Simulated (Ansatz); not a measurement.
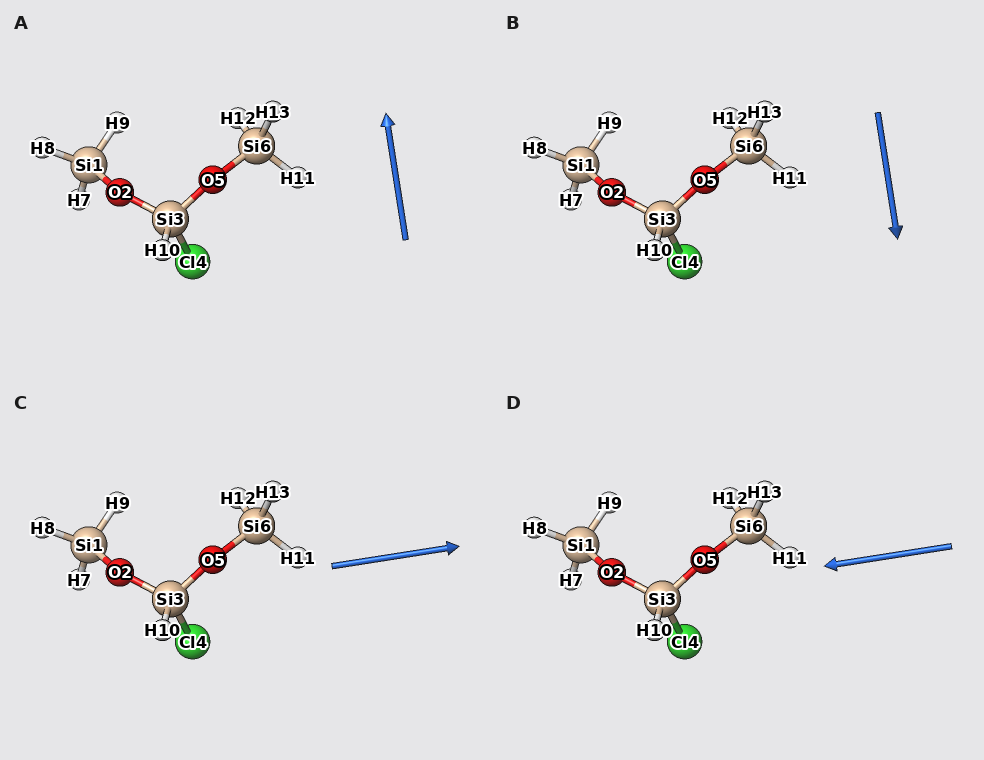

The same molecule four times, each with an arrow. The geometry was computed by an optimisation with PBE0-D4/def2-TZVP. No frequency run is at hand to confirm it as a minimum. Level of theory: RKS PBE-D4/def2-TZVPP (Ansatz 0.2.0).

**Which arrow points along the dipole moment, from the negative to the positive end?**

A. The dipole moment is 0.89 D; it points from the side of Cl4 to the side of H9, H13 (the outermost atoms at the two ends).
